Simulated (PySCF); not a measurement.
# One shape, several levels: singlet O2F+

Wanted: a comparison of 6 runs (HF/STO-3G, HF/3-21G, CAM-B3LYP/def2-TZVPPD, M06-2X/def2-TZVPPD, wB97M-V/def2-TZVPPD, wB97X/def2-TZVPPD) of singlet O2F+. 

The calculation is run with PySCF 2.14.0.

1 further run of the same task is left out (set aside as unsound or not needed).

### 1 The molecule

O2F+: 3 atoms, total charge +1, spin state singlet. SMILES of the parent species: `[O]OF`. Geometry: relaxed at PBE0-D4/def2-TZVP. That shape belongs to the parent species and isn't relaxed for this state.

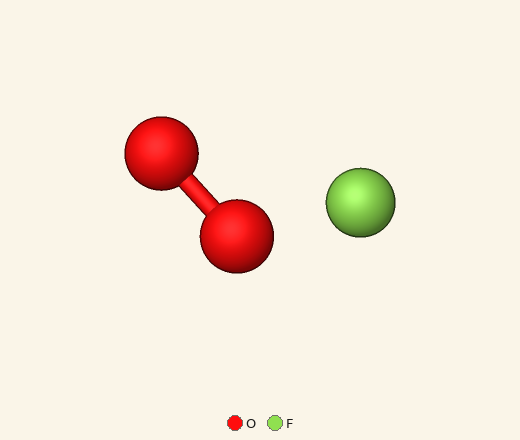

Viewed from a chosen angle; oxygen red, fluorine green.

### 2 A single-point energy at HF/STO-3G (run 1)

File job.py:

```python
from pyscf import gto, scf

mol = gto.M(
    atom=[
    ('O', (0.933400, -0.295440, 0.482240)),
    ('O', (0.133270, 0.497870, 0.127930)),
    ('F', (-1.066650, -0.202430, -0.610160)),
],
    charge=1,
    verbose=3,
    basis='sto-3g',
    max_memory=1860,
)

mf = scf.RHF(mol)
mf.conv_tol = 1e-10
mf.kernel()
if not mf.converged:
    mf = mf.newton().run(mf.mo_coeff, mf.mo_occ)

e_final = mf.e_tot
print('Final energy', e_final)
```

Launch:

```sh
OMP_NUM_THREADS=1 python job.py
```

Output:

```text
converged SCF energy = -245.178173581473
Final energy -245.17817358147298
```

Run time: 0.73 s. Hardware: 1 thread of Intel Xeon at 2.70GHz, shared host; peak memory 0.099 GiB.

### 3 A single-point energy at HF/3-21G (run 2)

File mol.xyz:

```xyz
3

O      0.933400    -0.295440     0.482240
O      0.133270     0.497870     0.127930
F     -1.066650    -0.202430    -0.610160
```

File calc.py:

```python
from pyscf import gto

mol = gto.M(
    atom='mol.xyz',
    verbose=3,
    max_memory=1860,
    basis='3-21g',
    spin=0,
    charge=1,
)

mf = mol.RHF()
mf.conv_tol = 1e-10
mf.kernel()
if not mf.converged:
    mf = mf.newton().run(mf.mo_coeff, mf.mo_occ)

etot = mf.e_tot
print('Final energy', etot)
```

Launch:

```sh
OMP_NUM_THREADS=1 python calc.py
```

Output:

```text
converged SCF energy = -247.033064316856
Final energy -247.03306431685647
```

It took 0.91 s on 1 thread of Intel Xeon at 2.70GHz, shared host; peak memory 0.12 GiB.

### 4 The energy at CAM-B3LYP/def2-TZVPPD (run 3)

File start.xyz:

```xyz
3

O      0.933400    -0.295440     0.482240
O      0.133270     0.497870     0.127930
F     -1.066650    -0.202430    -0.610160
```

File calc.py:

```python
from pyscf import gto, dft

mol = gto.M(
    atom='start.xyz',
    max_memory=1860,
    basis='def2-tzvppd',
    charge=1,
    verbose=3,
)

myscf = dft.RKS(mol)
myscf.xc = 'cam-b3lyp'
myscf.conv_tol = 1e-10
myscf.grids.level = 5
myscf.kernel()
if not myscf.converged:
    myscf = myscf.newton().run(myscf.mo_coeff, myscf.mo_occ)

energy = myscf.e_tot
print(f'total energy: {energy:.8f} hartree')
```

Launch:

```sh
OMP_NUM_THREADS=1 python calc.py
```

Output:

```text
converged SCF energy = -249.622072451089
total energy: -249.62207245 hartree
```

Wall time 37 s (1 thread of Intel Xeon at 2.70GHz, shared host); peak memory 0.64 GiB.

Runs 4 to 5 aren't shown in full; the table further down has their settings and results.

### 5 The energy at wB97X/def2-TZVPPD (run 6)

File calc.py:

```python
from pyscf import gto, dft

mol = gto.Mole()
mol.atom = '''
O      0.933400    -0.295440     0.482240
O      0.133270     0.497870     0.127930
F     -1.066650    -0.202430    -0.610160
'''
mol.basis = 'def2-tzvppd'
mol.spin = 0
mol.charge = 1
mol.max_memory = 1860
mol.verbose = 3
mol.build()

mf = dft.RKS(mol)
mf.xc = 'wb97x'
mf.grids.level = 5
mf.conv_tol = 1e-10
mf.kernel()
if not mf.converged:
    mf = mf.newton().run(mf.mo_coeff, mf.mo_occ)

e_tot = mf.e_tot
print('E = %.10f Eh' % e_tot)
```

Launch:

```sh
OMP_NUM_THREADS=1 python calc.py
```

Output:

```text
converged SCF energy = -249.635234903356
E = -249.6352349034 Eh
```

Run time: 37 s. Hardware: 1 thread of Intel Xeon at 2.70GHz, shared host; peak memory 0.64 GiB.

### 6 Overview of the runs

| run | level | integration grid | nlc grid | energy (Eh) | HOMO energy (eV) | LUMO energy (eV) | HOMO–LUMO gap (eV) | wall time |
| --- | --- | --- | --- | --- | --- | --- | --- | --- |
| 1 | HF/STO-3G | – | – | -245.178174 | -22.69 | -8.15 | 14.54 | 0.73 s |
| 2 | HF/3-21G | – | – | -247.033064 | -25.13 | -10.85 | 14.28 | 0.91 s |
| 3 | CAM-B3LYP/def2-TZVPPD | 5 | – | -249.622072 | -22.31 | -14.99 | 7.31 | 37 s |
| 4 | M06-2X/def2-TZVPPD | 5 | – | -249.579598 | -22.38 | -14.71 | 7.67 | 34 s |
| 5 | wB97M-V/def2-TZVPPD | 5 | 1 | -249.638729 | -23.09 | -13.55 | 9.54 | 70 s |
| 6 | wB97X/def2-TZVPPD | 5 | – | -249.635235 | -23.15 | -13.68 | 9.47 | 37 s |

### 7 What came out

| quantity | value |
| --- | --- |
| run 6: total energy | -249.63523 Eh |
| run 6: HOMO energy | -23.15 eV |
| run 6: LUMO energy | -13.68 eV |
| run 6: HOMO–LUMO gap | 9.47 eV |

In words: The HOMO–LUMO gap runs from 7.31 eV (CAM-B3LYP/def2-TZVPPD) to 14.54 eV (HF/STO-3G). The two ends differ in method and basis. Totals of different functionals can't be ranked against each other. In run 1 the basis is minimal, so the values are rough. All runs together took 3 min, the longest 70 s.
